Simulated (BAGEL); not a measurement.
**A workflow on BrH3Si (SMILES [H][Si]([H])([H])Br)**

We compute energy and gradient (RI-MP2/ANO-RCC-MB), then energy and forces (RI-MP2/ANO-RCC-VDZ), then energy and gradient (RI-MP2/ANO-RCC-VDZP), then energy and gradient (RI-MP2/ANO-RCC-VTZP), then energy and gradient (RI-MP2/ANO-RCC-VQZP) of BrH3Si. 

Program for the calculation: BAGEL 1.2.2.

**1. Starting point**

The species is BrH3Si (5 atoms), typed as a singlet with charge 0. SMILES: `[H][Si]([H])([H])Br`. The shape comes from GFN2-xTB, which is rough for such elements, and wasn't checked as a minimum.

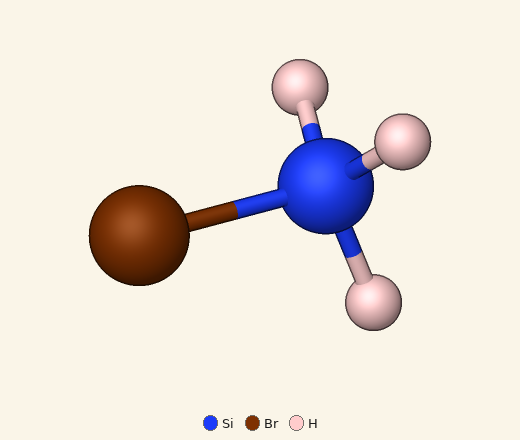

The structure, seen from a chosen angle (silicon blue, bromine brown, hydrogen pink).

**2. Energy and forces at RI-MP2/ANO-RCC-MB (DKH2, density fitting with tzvpp-jkfit, property dipole) (run 1)**

The input, calc.json:

```json
{ "bagel": [

{
  "title": "molecule",
  "basis": "ano-rcc-mb.json",
  "df_basis": "tzvpp-jkfit",
  "angstrom": true,
  "dkh": true,
  "geometry": [
    { "atom": "Si", "xyz": [      -0.001670,       0.001880,      -0.207420 ] },
    { "atom": "Br", "xyz": [       0.013160,      -0.019750,       2.002820 ] },
    { "atom": "H", "xyz": [       1.396060,       0.010900,      -0.606440 ] },
    { "atom": "H", "xyz": [      -0.707900,       1.215780,      -0.582090 ] },
    { "atom": "H", "xyz": [      -0.699650,      -1.208820,      -0.606880 ] }
  ]
},

{
  "title": "force",
  "method": [
    { "title": "mp2", "ncore": 14 }
  ]
}

]}
```

The basis set ANO-RCC-MB is read from a file made from the Basis Set Exchange's data (not shown).

Launch:

```sh
$ BAGEL_NUM_THREADS=1 BAGEL calc.json > calc.out
```

Standard output:

```text
* using 1 threads per process

  ===============================================================
  ===============================================================

  *** Geometry ***

  { "atom" : "Si", "xyz" : [     -0.003156,      0.003553,     -0.391967 ] },
  { "atom" : "Br", "xyz" : [      0.024869,     -0.037322,      3.784781 ] },
  { "atom" : "H", "xyz" : [      2.638171,      0.020598,     -1.146006 ] },
  { "atom" : "H", "xyz" : [     -1.337737,      2.297491,     -1.099991 ] },
  { "atom" : "H", "xyz" : [     -1.322147,     -2.284339,     -1.146837 ] },

  Number of auxiliary basis functions:      448

  Since a DF basis is specified, we compute 2- and 3-index integrals:
    o Being stored without compression. Storage requirement is 0.003 GB

  Number of basis functions:       30
  Number of electrons      :       52

    * METHOD: MOLECULE                             1.12

  The gradients will be computed analytically.

  *** RHF ***

  === Nuclear Repulsion ===
   152.0615483209

      * DIIS with orbital gradients will be used.

  === RHF iteration (ano-rcc-mb.json) ===
      0      -2895.48214893          0.00507128           0.16
      1      -2895.50102420          0.00088290           0.10
      2      -2895.50170795          0.00022343           0.07
      3      -2895.50176164          0.00001745           0.11
      4      -2895.50176195          0.00000240           0.12
      5      -2895.50176195          0.00000011           0.13
      6      -2895.50176195          0.00000001           0.10
      7      -2895.50176195          0.00000000           0.09
    * SCF iteration converged.

    * Permanent dipole moment:
           (    0.006198,    -0.008395,     0.877291) a.u.

  === DF-MP2 calculation ===

    * freezing 14 orbitals

      MP2 correlation energy:   -0.0393175282

    * Permanent dipole moment: MP2 unrelaxed
           (    0.006066,    -0.008229,     0.859615) a.u.

  === Z-vector iteration ===

      0     0.00006128812509           0.01
      1     0.00000837810759           0.01
      2     0.00000097550590           0.02
      3     0.00000008036460           0.03
      4     0.00000000883317           0.01

    * Permanent dipole moment: MP2 relaxed
           (    0.005529,    -0.007500,     0.783581) a.u.

  * Nuclear energy gradient

    o Atom   0
        x          0.0001100169
        y         -0.0003212967
        z          0.0289170742
    o Atom   1
        x         -0.0005136058
        y          0.0008467764
        z         -0.0842220800
    o Atom   2
        x         -0.0414923709
        y         -0.0003265840
        z          0.0187079393
    o Atom   3
        x          0.0210673862
        y         -0.0361802980
        z          0.0179419426
    o Atom   4
        x          0.0208285736
        y          0.0359814023
        z          0.0186551257

    * METHOD: FORCE                               13.80

  ===============================================================
```

Wall time 16 s (1 thread of Intel Xeon at 2.50GHz (Skylake/Cascade Lake), shared host); peak memory 0.12 GiB.

**3. Energy and gradient at RI-MP2/ANO-RCC-VDZ (DKH2, density fitting with tzvpp-jkfit, property dipole) (run 2)**

The input, input.json:

```json
{ "bagel" : [

{
  "title" : "molecule",
  "basis" : "ano-rcc-vdz.json",
  "df_basis" : "tzvpp-jkfit",
  "angstrom" : true,
  "dkh" : true,
  "geometry" : [
    { "atom" : "Si", "xyz" : [      -0.001670,       0.001880,      -0.207420 ] },
    { "atom" : "Br", "xyz" : [       0.013160,      -0.019750,       2.002820 ] },
    { "atom" : "H", "xyz" : [       1.396060,       0.010900,      -0.606440 ] },
    { "atom" : "H", "xyz" : [      -0.707900,       1.215780,      -0.582090 ] },
    { "atom" : "H", "xyz" : [      -0.699650,      -1.208820,      -0.606880 ] }
  ]
},

{
  "title" : "force",
  "method" : [
    { "title" : "mp2", "charge" : 0, "ncore" : 14 }
  ]
}

]}
```

The basis set ANO-RCC-VDZ is read from a file made from the Basis Set Exchange's data (not shown).

Launch:

```sh
$ BAGEL_NUM_THREADS=1 BAGEL input.json > input.out
```

Standard output:

```text
* using 1 threads per process

  ===============================================================
  ===============================================================

  *** Geometry ***

  { "atom" : "Si", "xyz" : [     -0.003156,      0.003553,     -0.391967 ] },
  { "atom" : "Br", "xyz" : [      0.024869,     -0.037322,      3.784781 ] },
  { "atom" : "H", "xyz" : [      2.638171,      0.020598,     -1.146006 ] },
  { "atom" : "H", "xyz" : [     -1.337737,      2.297491,     -1.099991 ] },
  { "atom" : "H", "xyz" : [     -1.322147,     -2.284339,     -1.146837 ] },

  Number of auxiliary basis functions:      448

  Since a DF basis is specified, we compute 2- and 3-index integrals:
    o Being stored without compression. Storage requirement is 0.006 GB

  Number of basis functions:       41
  Number of electrons      :       52

    * METHOD: MOLECULE                             0.79

  The gradients will be computed analytically.

  *** RHF ***

  === Nuclear Repulsion ===
   152.0615483209

      * DIIS with orbital gradients will be used.

  === RHF iteration (ano-rcc-vdz.json) ===
      0      -2895.54568561          0.01087607           0.14
      1      -2895.57188599          0.00249154           0.21
      2      -2895.57364799          0.00070275           0.14
      3      -2895.57378836          0.00004152           0.16
      4      -2895.57378965          0.00000764           0.28
      5      -2895.57378968          0.00000145           0.15
      6      -2895.57378969          0.00000027           0.15
      7      -2895.57378969          0.00000003           0.14
      8      -2895.57378969          0.00000001           0.12
    * SCF iteration converged.

    * Permanent dipole moment:
           (    0.008478,    -0.011235,     1.180032) a.u.

  === DF-MP2 calculation ===

    * freezing 14 orbitals

      MP2 correlation energy:   -0.0848711216

    * Permanent dipole moment: MP2 unrelaxed
           (    0.008273,    -0.010972,     1.152205) a.u.

  === Z-vector iteration ===

      0     0.00023772059318           0.03
      1     0.00002503257675           0.03
      2     0.00000263385673           0.02
      3     0.00000057980658           0.03
      4     0.00000010280319           0.03
      5     0.00000001650292           0.02
      6     0.00000000239953           0.03

    * Permanent dipole moment: MP2 relaxed
           (    0.007477,    -0.009931,     1.042604) a.u.

  * Nuclear energy gradient

    o Atom   0
        x          0.0000492402
        y         -0.0002663325
        z          0.0223001969
    o Atom   1
        x         -0.0002830810
        y          0.0005104278
        z         -0.0498490480
    o Atom   2
        x         -0.0129359035
        y         -0.0001288602
        z          0.0092959677
    o Atom   3
        x          0.0066224075
        y         -0.0113492916
        z          0.0090245614
    o Atom   4
        x          0.0065473367
        y          0.0112340566
        z          0.0092283238

    * METHOD: FORCE                               14.80

  ===============================================================
```

Wall time 17 s (1 thread of Intel Xeon at 2.50GHz (Skylake/Cascade Lake), shared host); peak memory 0.14 GiB.

Runs 3 to 4 aren't shown in full; the table further down has their settings and results.

**4. Energy and gradient at RI-MP2/ANO-RCC-VQZP (DKH2, density fitting with qzvpp-jkfit, property dipole) (run 5)**

The input, job.json:

```json
{ "bagel" : [

{
  "title" : "molecule",
  "basis" : "ano-rcc-vqzp.json",
  "df_basis" : "qzvpp-jkfit",
  "angstrom" : true,
  "dkh" : true,
  "geometry" : [
    { "atom" : "Si", "xyz" : [      -0.001670,       0.001880,      -0.207420 ] },
    { "atom" : "Br", "xyz" : [       0.013160,      -0.019750,       2.002820 ] },
    { "atom" : "H", "xyz" : [       1.396060,       0.010900,      -0.606440 ] },
    { "atom" : "H", "xyz" : [      -0.707900,       1.215780,      -0.582090 ] },
    { "atom" : "H", "xyz" : [      -0.699650,      -1.208820,      -0.606880 ] }
  ]
},

{
  "title" : "force",
  "method" : [
    {
      "title" : "mp2",
      "ncore" : 14
    }
  ]
}

]}
```

The basis set ANO-RCC-VQZP is read from a file made from the Basis Set Exchange's data (not shown).

Launch:

```sh
$ BAGEL_NUM_THREADS=1 BAGEL job.json > job.out
```

Standard output:

```text
* using 1 threads per process

  ===============================================================
  ===============================================================

  *** Geometry ***

  { "atom" : "Si", "xyz" : [     -0.003156,      0.003553,     -0.391967 ] },
  { "atom" : "Br", "xyz" : [      0.024869,     -0.037322,      3.784781 ] },
  { "atom" : "H", "xyz" : [      2.638171,      0.020598,     -1.146006 ] },
  { "atom" : "H", "xyz" : [     -1.337737,      2.297491,     -1.099991 ] },
  { "atom" : "H", "xyz" : [     -1.322147,     -2.284339,     -1.146837 ] },

  Number of auxiliary basis functions:      448

  Since a DF basis is specified, we compute 2- and 3-index integrals:
    o Being stored without compression. Storage requirement is 0.169 GB

  Number of basis functions:      217
  Number of electrons      :       52

    * METHOD: MOLECULE                             2.80

  The gradients will be computed analytically.

  *** RHF ***

  === Nuclear Repulsion ===
   152.0615483209

      * DIIS with orbital gradients will be used.

  === RHF iteration (ano-rcc-vqzp.json) ===
      0      -2895.58412468          0.00609017           0.58
      1      -2895.64939091          0.00298400           0.63
      2      -2895.66542414          0.00049054           0.94
      3      -2895.66610373          0.00008162           1.00
      4      -2895.66612889          0.00001837           0.67
      5      -2895.66613073          0.00000429           0.60
      6      -2895.66613086          0.00000131           0.51
      7      -2895.66613087          0.00000049           0.67
      8      -2895.66613087          0.00000010           0.73
      9      -2895.66613087          0.00000003           0.62
     10      -2895.66613087          0.00000001           0.72
     11      -2895.66613087          0.00000000           0.59
    * SCF iteration converged.

    * Permanent dipole moment:
           (    0.005342,    -0.006789,     0.721846) a.u.

  === DF-MP2 calculation ===

    * freezing 14 orbitals

      MP2 correlation energy:   -0.4220534055

    * Permanent dipole moment: MP2 unrelaxed
           (    0.005202,    -0.006619,     0.703509) a.u.

  === Z-vector iteration ===

      0     0.00018801832463           0.24
      1     0.00002647801777           0.25
      2     0.00000745590177           0.24
      3     0.00000139356499           0.22
      4     0.00000033220801           0.22
      5     0.00000007308486           0.23
      6     0.00000002691336           0.23
      7     0.00000000474015           0.22

    * Permanent dipole moment: MP2 relaxed
           (    0.004803,    -0.006127,     0.650873) a.u.

  * Nuclear energy gradient

    o Atom   0
        x         -0.0002188309
        y          0.0001051595
        z         -0.0162407706
    o Atom   1
        x          0.0000458787
        y          0.0000220251
        z         -0.0001360156
    o Atom   2
        x         -0.0042328287
        y         -0.0000587880
        z          0.0055172819
    o Atom   3
        x          0.0022149017
        y         -0.0037700644
        z          0.0054033222
    o Atom   4
        x          0.0021908792
        y          0.0037016678
        z          0.0054561839

    * METHOD: FORCE                               63.56

  ===============================================================
```

It took 68 s on 1 thread of Intel Xeon at 2.50GHz (Skylake/Cascade Lake), shared host; peak memory 0.72 GiB.

**5. Overview of the runs**

```
run                                                                          level  integral approximation   energy (Eh)  dipole moment (D)  correlation energy (mEh)  largest force (eV/Å)  wall time
  1    RI-MP2/ANO-RCC-MB (DKH2, density fitting with tzvpp-jkfit, property dipole)             tzvpp-jkfit  -2895.541079               1.99                     -39.3                 4.331       16 s
  2   RI-MP2/ANO-RCC-VDZ (DKH2, density fitting with tzvpp-jkfit, property dipole)             tzvpp-jkfit  -2895.658661               2.65                     -84.9                 2.564       17 s
  3  RI-MP2/ANO-RCC-VDZP (DKH2, density fitting with tzvpp-jkfit, property dipole)             tzvpp-jkfit  -2895.891615               1.74                    -236.5                 0.689       27 s
  4  RI-MP2/ANO-RCC-VTZP (DKH2, density fitting with tzvpp-jkfit, property dipole)             tzvpp-jkfit  -2896.012975               1.64                    -348.5                 0.701       49 s
  5  RI-MP2/ANO-RCC-VQZP (DKH2, density fitting with qzvpp-jkfit, property dipole)             qzvpp-jkfit  -2896.088184               1.65                    -422.1                 0.835       68 s
```

Convergence of the dipole moment (of the density that the program reports) with the basis set, against the last and best point:

```
   basis set  from the best (D)  wall time
  ANO-RCC-MB            +0.3373       16 s
 ANO-RCC-VDZ            +0.9958       17 s
ANO-RCC-VDZP            +0.0815       27 s
ANO-RCC-VTZP            -0.0133       49 s
ANO-RCC-VQZP            +0.0000       68 s
```

Convergence of the total energy with the basis set, against the last and best point:

```
   basis set  from the best (mEh)  wall time
  ANO-RCC-MB             +547.105       16 s
 ANO-RCC-VDZ             +429.523       17 s
ANO-RCC-VDZP             +196.569       27 s
ANO-RCC-VTZP              +75.209       49 s
ANO-RCC-VQZP               +0.000       68 s
```

**6. What came out**

| quantity | value |
| --- | --- |
| run 5, RI-MP2/ANO-RCC-VQZP: total energy | -2896.08818 Eh |
| run 5, RI-MP2/ANO-RCC-VQZP: dipole moment (of the density that the program reports) | 1.65 D |
| run 5, RI-MP2/ANO-RCC-VQZP: correlation energy (14 core orbitals frozen) | -422.1 mEh |
| run 5, RI-MP2/ANO-RCC-VQZP: largest force on an atom | 0.835 eV/Å |

In words: For the dipole moment (of the density that the program reports) to stay within 0.05 D of the best point, ANO-RCC-VTZP is the least that serves (49 s against 68 s). The dipole moment runs from 1.64 D (RI-MP2/ANO-RCC-VTZP) to 2.65 D (RI-MP2/ANO-RCC-VDZ). Basis or surroundings differ between these two runs. All runs together took 2.9 min, the longest 68 s.
